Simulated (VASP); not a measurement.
# Nb3Sb under strain

Aim: follow the pressure of Nb3Sb through compression, expansion and shear. All runs use r2SCAN. Left out of this account: 1 further run (fields: a reference on another mesh). The start is a cell from a database of measured crystal structures.

Method: r2SCAN; plane waves and PAW (Nb_sv, Sb), in VASP 6.6.1.

## 1. Set-up

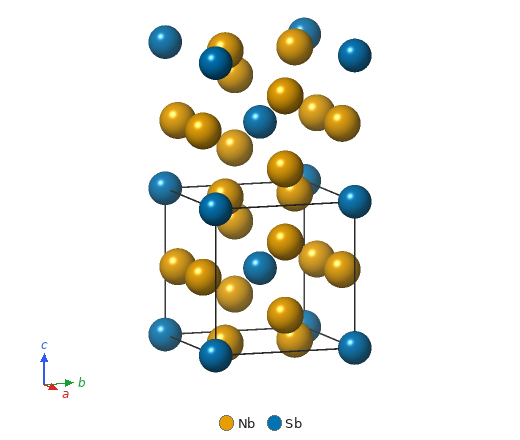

The cell as given, slightly off an axis (niobium orange, antimony blue). 1×1×2 cells are drawn. Some periodic images of atoms are drawn too.

As a file:

```xyz
8
Lattice="5.2643 0.0000 0.0000 0.0000 5.2643 0.0000 0.0000 0.0000 5.2643" Properties=species:S:1:pos:R:3 pbc="T T T"
Nb    1.3161    0.0000    2.6322
Nb    2.6322    3.9482    0.0000
Nb    3.9482    0.0000    2.6322
Nb    2.6322    1.3161    0.0000
Nb    0.0000    2.6322    3.9482
Nb    0.0000    2.6322    1.3161
Sb    0.0000    0.0000    0.0000
Sb    2.6322    2.6322    2.6322
```

## 2. Bands, cell as listed

Levels along the symmetry lines show where the bands peak and cross; KPOINTS_OPT computes them in the converged potential. r2SCAN adds the kinetic-energy density, costs more than a GGA and is run with LASPH.

INCAR reads:

```
SYSTEM = Nb3Sb
PREC = Accurate
ENCUT = 400
EDIFF = 1E-06
NELM = 100
ISMEAR = -1
SIGMA = 0.05
LREAL = .FALSE.
ALGO = Normal
METAGGA = R2SCAN
LASPH = .TRUE.
NBANDS = 66
LORBIT = 11
LWAVE = .FALSE.
LCHARG = .FALSE.
KPAR = 8
```

POSCAR reads:

```
Nb3Sb
1.0
    5.2643000000      0.0000000000      0.0000000000
    0.0000000000      5.2643000000      0.0000000000
    0.0000000000      0.0000000000      5.2643000000
Nb Sb
6 2
Direct
    0.2500000000      0.0000000000      0.5000000000
    0.5000000000      0.7500000000      0.0000000000
    0.7500000000      0.0000000000      0.5000000000
    0.5000000000      0.2500000000      0.0000000000
    0.0000000000      0.5000000000      0.7500000000
    0.0000000000      0.5000000000      0.2500000000
    0.0000000000      0.0000000000      0.0000000000
    0.5000000000      0.5000000000      0.5000000000
```

KPOINTS reads:

```
Automatic mesh
0
Gamma
6 6 6
0 0 0
```

KPOINTS_OPT reads:

```
Line mode
12
Line-mode
Reciprocal
  0.00000000   0.00000000   0.00000000 GAMMA
  0.00000000   0.50000000   0.00000000 X

  0.00000000   0.50000000   0.00000000 X
  0.50000000   0.50000000   0.00000000 M

  0.50000000   0.50000000   0.00000000 M
  0.00000000   0.00000000   0.00000000 GAMMA

  0.00000000   0.00000000   0.00000000 GAMMA
  0.50000000   0.50000000   0.50000000 R

  0.50000000   0.50000000   0.50000000 R
  0.00000000   0.50000000   0.00000000 X

  0.50000000   0.50000000   0.00000000 M
  0.50000000   0.50000000   0.50000000 R
```

The projector-augmented-wave data sets are Nb_sv and Sb (PBE family, release 64).

Launch:

```bash
$ mpirun -np 8 vasp_std
```

The program printed:

```text
[banner, memory and clock lines left out]
running    8 mpi-ranks, on    1 nodes
 distrk:  each k-point on    1 cores,    8 groups
 distr:  one band on    1 cores,    1 groups

 POSCAR found type information on POSCAR NbSb
 POSCAR found :  2 types and       8 ions
|                                                                             |
|           W    W    AA    RRRRR   N    N  II  N    N   GGGG   !!!           |
|           W    W   A  A   R    R  NN   N  II  NN   N  G    G  !!!           |
|           W    W  A    A  R    R  N N  N  II  N N  N  G       !!!           |
|           W WW W  AAAAAA  RRRRR   N  N N  II  N  N N  G  GGG   !            |
|           WW  WW  A    A  R   R   N   NN  II  N   NN  G    G                |
|           W    W  A    A  R    R  N    N  II  N    N   GGGG   !!!           |
|                                                                             |
|     For optimal performance we recommend to set                             |
|       NCORE = 2 up to number-of-cores-per-socket                            |
|     NCORE specifies how many cores store one orbital (NPAR=cpu/NCORE).      |
|     This setting can greatly improve the performance of VASP for DFT.       |
|     The default, NCORE=1 might be grossly inefficient on modern             |
|     multi-core architectures or massively parallel machines. Do your        |
|     Unfortunately you need to use the default for GW and RPA                |
|     calculations (for HF NCORE is supported but not extensively tested      |
|     yet).                                                                   |
|                                                                             |

|                                                                             |
|               ----> ADVICE to this user running VASP <----                  |
|                                                                             |
|     You enforced a specific xc type in the INCAR file but a different       |
|     [... a line on the potential file left out ...]
|     I HOPE YOU KNOW WHAT YOU ARE DOING!                                     |
|                                                                             |

 LDA part: xc-table for (None), standard interpolation
 POSCAR, INCAR and KPOINTS ok, starting setup
 FFT: planning ... GRIDC
 FFT: planning ... GRID_SOFT
 FFT: planning ... GRID
 WAVECAR not read
 entering main loop
       N       E                     dE             d eps       ncg     rms          rms(c)
DAV:   1     0.786728059078E+03    0.78673E+03   -0.40461E+04  2712   0.115E+03
DAV:   2    -0.156636515605E+03   -0.94336E+03   -0.90952E+03  3318   0.488E+02
DAV:   3    -0.234986497883E+03   -0.78350E+02   -0.76037E+02  4224   0.996E+01
DAV:   4    -0.242552478250E+03   -0.75660E+01   -0.74132E+01  4584   0.278E+01
DAV:   5    -0.243036357338E+03   -0.48388E+00   -0.48273E+00  4224   0.692E+00    0.261E+01
DAV:   6    -0.203215661448E+03    0.39821E+02   -0.18702E+01  4016   0.241E+01    0.570E+00
DAV:   7    -0.203288602721E+03   -0.72941E-01   -0.11580E+00  3704   0.498E+00    0.288E+00
DAV:   8    -0.203354392652E+03   -0.65790E-01   -0.34394E-01  4128   0.280E+00    0.131E+00
DAV:   9    -0.203361526029E+03   -0.71334E-02   -0.33554E-02  4256   0.912E-01    0.581E-01
DAV:  10    -0.203364278399E+03   -0.27524E-02   -0.31908E-03  3536   0.285E-01    0.151E-01
DAV:  11    -0.203364294376E+03   -0.15977E-04   -0.86690E-04  3656   0.138E-01    0.238E-02
DAV:  12    -0.203364291139E+03    0.32375E-05   -0.84042E-05  3856   0.505E-02    0.149E-02
DAV:  13    -0.203364282380E+03    0.87587E-05   -0.61994E-06  3544   0.973E-03    0.400E-03
DAV:  14    -0.203364281279E+03    0.11012E-05   -0.28516E-07  1816   0.273E-03    0.225E-03
DAV:  15    -0.203364281698E+03   -0.41882E-06   -0.15332E-07  1728   0.223E-03
   1 F= -.20336428E+03 E0= -.20335401E+03  d E =-.205362E-01
 Start KPOINTS_OPT (optional k-point list driver)
k-point batch [1-20\72]
       N       E                     dE             ncg
DAV:   1     0.309962042350E+04   -0.17242E+05     2696
DAV:   2    -0.163741563764E+05   -0.19474E+05     3202
DAV:   3    -0.179491552346E+05   -0.15750E+04     4192
DAV:   4    -0.180778717713E+05   -0.12872E+03     4592
DAV:   5    -0.180846652090E+05   -0.67934E+01     4184
DAV:   6    -0.180849787280E+05   -0.31352E+00     4568
DAV:   7    -0.180849973699E+05   -0.18642E-01     4256
DAV:   8    -0.180849986156E+05   -0.12457E-02     3872
DAV:   9    -0.180849986997E+05   -0.84194E-04     3368
DAV:  10    -0.180849987060E+05   -0.62124E-05     2744
DAV:  11    -0.180849987066E+05   -0.65348E-06     2104
[...]
k-point batch [61-72\72]
       N       E                     dE             ncg
DAV:   1     0.154428992663E+05   -0.23537E+05     1600
DAV:   2     0.363701736748E+04   -0.11806E+05     1964
DAV:   3     0.271466332865E+04   -0.92235E+03     2416
DAV:   4     0.262395600511E+04   -0.90707E+02     2632
DAV:   5     0.261910194143E+04   -0.48541E+01     2688
DAV:   6     0.261901161827E+04   -0.90323E-01     2520
DAV:   7     0.261900877248E+04   -0.28458E-02     2616
DAV:   8     0.261900861578E+04   -0.15670E-03     2336
DAV:   9     0.261900861121E+04   -0.45747E-05     1824
DAV:  10     0.261900861090E+04   -0.31006E-06     1232
```

The job ended after 3.2 min (8 MPI ranks of AMD EPYC 9R45, shared host; peak memory 2.8 GiB).

The logs omit lines about the potential files and the build; timing stands in the text.

Parts of OUTCAR (step 2):

```text
ion  position               nearest neighbor table
   1  0.250  0.000  0.500-   3 2.63   3 2.63   8 2.94   7 2.94   8 2.94   7 2.94
   2  0.500  0.750  0.000-   4 2.63   4 2.63   8 2.94   8 2.94   7 2.94   7 2.94
   3  0.750  0.000  0.500-   1 2.63   1 2.63   8 2.94   7 2.94   8 2.94   7 2.94
   4  0.500  0.250  0.000-   2 2.63   2 2.63   8 2.94   8 2.94   7 2.94   7 2.94
   5  0.000  0.500  0.750-   6 2.63   6 2.63   8 2.94   7 2.94   7 2.94   8 2.94
   6  0.000  0.500  0.250-   5 2.63   5 2.63   8 2.94   7 2.94   7 2.94   8 2.94
   7  0.000  0.000  0.000-   1 2.94   2 2.94   3 2.94   4 2.94   5 2.94   6 2.94   1 2.94   3 2.94
                             5 2.94   6 2.94   2 2.94   4 2.94
   8  0.500  0.500  0.500-   1 2.94   2 2.94   3 2.94   4 2.94   5 2.94   6 2.94   2 2.94   4 2.94
                             1 2.94   3 2.94   5 2.94   6 2.94

  LATTYP: Found a simple cubic cell.
 ALAT       =     5.2643000000

 Subroutine GETGRP returns: Found 48 space group operations
 (whereof 24 operations were pure point group operations)

The static configuration has the point symmetry T_h .
 The point group associated with its full space group is O_h .

 Found     20 irreducible k-points:

   k-points           NKPTS =     20   k-points in BZ     NKDIM =     20   number of bands    NBANDS=     66

   dimension x,y,z NGX =    36 NGY =   36 NGZ =   36
   dimension x,y,z NGXF=    72 NGYF=   72 NGZF=   72

   ENCUT  =  400.0 eV  29.40 Ry    5.42 a.u.   8.58  8.58  8.58*2*pi/ulx,y,z

   NELECT =      88.0000    total number of electrons

 k-points in reciprocal lattice and weights: Automatic mesh
   0.00000000  0.00000000  0.00000000       0.005
   0.16666667  0.00000000  0.00000000       0.028
   0.33333333  0.00000000  0.00000000       0.028
   0.50000000  0.00000000  0.00000000       0.014
   0.16666667  0.16666667  0.00000000       0.056
   0.33333333  0.16666667  0.00000000       0.111
   0.50000000  0.16666667  0.00000000       0.056
   0.33333333  0.33333333  0.00000000       0.056
   0.50000000  0.33333333  0.00000000       0.056
[...]
0.50000000  0.50000000  0.33333333       0.028
   0.50000000  0.50000000  0.50000000       0.005

 average (electrostatic) potential at core
       1 -81.5472       2 -81.5472       3 -81.5472       4 -81.5472       5 -81.5472
       6 -81.5472       7 -85.8226       8 -85.8226

 E-fermi :  11.8967

 k-point     1 :       0.0000    0.0000    0.0000
  band No.  band energies     occupation
    ...
     40      10.9568      2.00000
     41      10.9568      2.00000
     42      10.9568      2.00000
     43      11.6779      1.97516
     44      11.6779      1.97516
     45      13.0679      0.00000
     46      14.3988      0.00000
     47      14.3988      0.00000
     48      14.3988      0.00000
     49      15.3059      0.00000
    ...

 k-point     2 :       0.1667    0.0000    0.0000
  band No.  band energies     occupation
    ...
     40      10.9408      2.00000
     41      10.9541      2.00000
     42      10.9541      2.00000
     43      11.7122      1.95125
     44      11.7172      1.94631
     45      13.5270      0.00000
     46      13.9430      0.00000
     47      14.2520      0.00000
     48      14.2520      0.00000
     49      14.9293      0.00000
    ...

 k-point     3 :       0.3333    0.0000    0.0000
  band No.  band energies     occupation
    ...
     40      10.7640      2.00000
     41      10.7640      2.00000
     42      10.8664      2.00000
     43      11.4409      1.99978
     44      11.6471      1.98652
     45      12.9615      0.00000
     46      14.0584      0.00000
     47      14.0584      0.00000
     48      14.4754      0.00000
     49      14.6251      0.00000
    ...

  Total        1.1050256      1.1050256      1.1050256     -0.0000000      0.0000000      0.0000000
  in kB       12.1355935     12.1355935     12.1355935     -0.0000000      0.0000000      0.0000000
  external PRESSURE =      12.1355935 kB  Pullay stress =       0.0000000 kB

  energy-cutoff  :      400.00
  volume of cell :      145.89
      direct lattice vectors                 reciprocal lattice vectors
     5.264300000  0.000000000  0.000000000     0.189958779  0.000000000  0.000000000
     0.000000000  5.264300000  0.000000000     0.000000000  0.189958779  0.000000000
     0.000000000  0.000000000  5.264300000     0.000000000  0.000000000  0.189958779

 POSITION                                       TOTAL-FORCE (eV/Angst)
 -----------------------------------------------------------------------------------
      1.31608      0.00000      2.63215         0.000000      0.000000      0.000000
      2.63215      3.94823      0.00000         0.000000      0.000000      0.000000
      3.94823      0.00000      2.63215        -0.000000      0.000000      0.000000
      2.63215      1.31608      0.00000        -0.000000     -0.000000     -0.000000
      0.00000      2.63215      3.94823        -0.000000      0.000000     -0.000000
      0.00000      2.63215      1.31608        -0.000000     -0.000000     -0.000000
      0.00000      0.00000      0.00000        -0.000000     -0.000000     -0.000000
      2.63215      2.63215      2.63215        -0.000000     -0.000000     -0.000000
 -----------------------------------------------------------------------------------
    total drift:                                0.000000      0.000000     -0.000000

  FREE ENERGIE OF THE ION-ELECTRON SYSTEM (eV)
  ---------------------------------------------------
  free  energy   TOTEN  =      -203.3642816975 eV

  energy  without entropy=     -203.3437455138  energy(sigma->0) =     -203.35401361

 total charge
# of ion       s       p       d       tot
------------------------------------------
    1        2.174   6.006   2.544  10.724
    2        2.174   6.006   2.544  10.724
    3        2.174   6.006   2.544  10.724
    4        2.174   6.006   2.544  10.724
    5        2.174   6.006   2.544  10.724
    6        2.174   6.006   2.544  10.724
    7        1.039   1.392   0.111   2.542
    8        1.039   1.392   0.111   2.542
--------------------------------------------------
tot         15.121  38.822  15.484  69.428

[... 3 further parts left out ...]
```

Spin-orbit coupling is off here; with elements this heavy it splits and shifts levels by tenths of an eV or more. The PAW data sets were made with PBE, which is usual practice but a small mismatch for other functionals.

This step gave:

| Property | Result |
| --- | --- |
| SCF cycles | 15 |
| electrons | 88 |
| bands | 66 |
| irreducible k-points | 20 |
| symmetry operations | 48 |
| free energy (TOTEN) | -203.3643 eV |
| energy at zero smearing | -203.3540 eV |
| Fermi energy | 11.90 eV |
| pressure | 1.214 GPa |
| metallic | yes |

Electronic bands along the path, in eV, zero at the Fermi level; # counts the bands kept, so #1 is VASP's band 27:

| point | #15 | #16 | #17 | #18 | #19 | #20 | #21 | #22 |
| --- | --- | --- | --- | --- | --- | --- | --- | --- |
| Γ | -0.94 | -0.94 | -0.22 | -0.22 | 1.17 | 2.50 | 2.50 | 2.50 |
| X | -1.20 | -1.20 | -0.65 | -0.65 | 1.43 | 1.43 | 2.21 | 2.21 |
| M | -0.21 | 0.02 | 0.02 | 0.37 | 0.41 | 0.41 | 0.53 | 0.56 |
| Γ | -0.94 | -0.94 | -0.22 | -0.22 | 1.17 | 2.50 | 2.50 | 2.50 |
| R | -0.23 | -0.23 | -0.16 | -0.16 | -0.16 | -0.16 | -0.16 | -0.16 |
| X | -1.20 | -1.20 | -0.65 | -0.65 | 1.43 | 1.43 | 2.21 | 2.21 |
| jump to M | -0.21 | 0.02 | 0.02 | 0.37 | 0.41 | 0.41 | 0.53 | 0.56 |
| R | -0.23 | -0.23 | -0.16 | -0.16 | -0.16 | -0.16 | -0.16 | -0.16 |

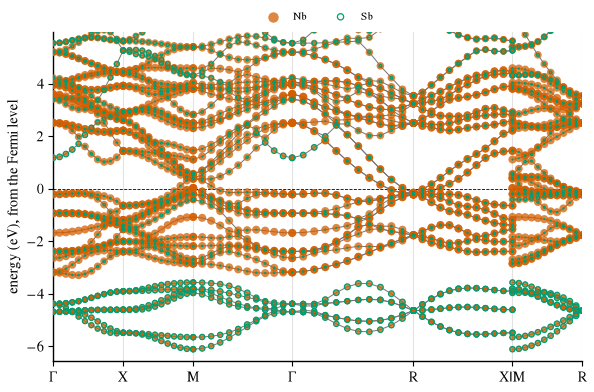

Electronic bands along the path; dots are coloured as in the legend, and their area grows with the weight.

There is no gap at this level.

(Part 1 of 4 ends here.)

[Lines on the potential files, build, host, timing and source positions are cut from VASP's logs without a mark.]

[Logs are printed without paths, hosts, clocks, repeated set-up lines and the standing remarks that a program may print on its own settings, such as how far it seeks lower states.]

[Hosts, paths, dates, database ids (printed as entryN), source tags and the programs' standing remarks are cut or masked in the printed files.]

[A measured line is paired with the nearest computed mode of its activity, which favours agreement.]
